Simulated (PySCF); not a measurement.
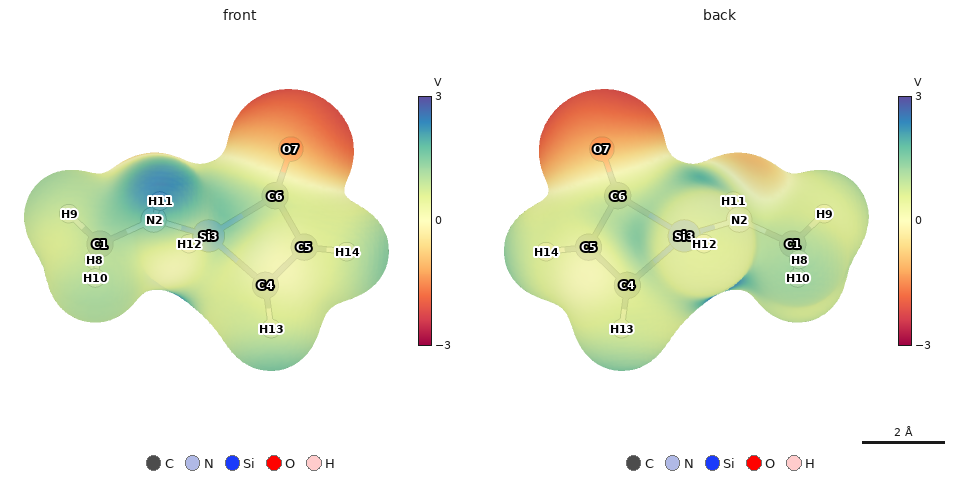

C$_{4}$H$_{7}$NOSi. The electrostatic potential painted on the density surface at 0.004 e/bohr³, seen from the front and from behind; the colour scale runs from red (negative) to blue (positive).

Geometry: GFN2-xTB.

Theory: CAM-B3LYP/def2-SVPD, SCF density, gas phase (PySCF 2.14.0).

The calculation's input:

```
{"job": {"kind": "uv", "xc": "CAM-B3LYP", "basis": "def2-SVPD", "nstates": 8, "ntriplets": 3}, "charge": 0, "multiplicity": 1}
C     -2.486635    -0.196956     0.541866
N     -1.209931     0.479247     0.550838
Si     0.185540    -0.009172    -0.304574
C      1.619568    -1.035768     0.444575
C      2.518879    -0.037136     0.453181
C      1.751668     1.113435    -0.065959
O      2.078483     2.264702    -0.215074
H     -2.585440    -0.753853    -0.385917
H     -3.297447     0.530630     0.602575
H     -2.585995    -0.897646     1.376533
H     -1.109337     1.088711     1.349125
H     -0.243173    -0.460100    -1.623324
H      1.809271    -2.045385     0.776584
H      3.553870    -0.041180     0.757430
```

Launched as:

```sh
OMP_NUM_THREADS=1 python probes_run.py task.json out
```

**Where is the surface potential most negative and most positive?**

The most negative region (about −2.1 V) lies over O7, the most positive (about +2.4 V) over Si3 and H11. O7 is the likeliest acceptor of a hydrogen bond.

**What dipole moment does the calculation give?**

Its dipole moment is 4.13 D.
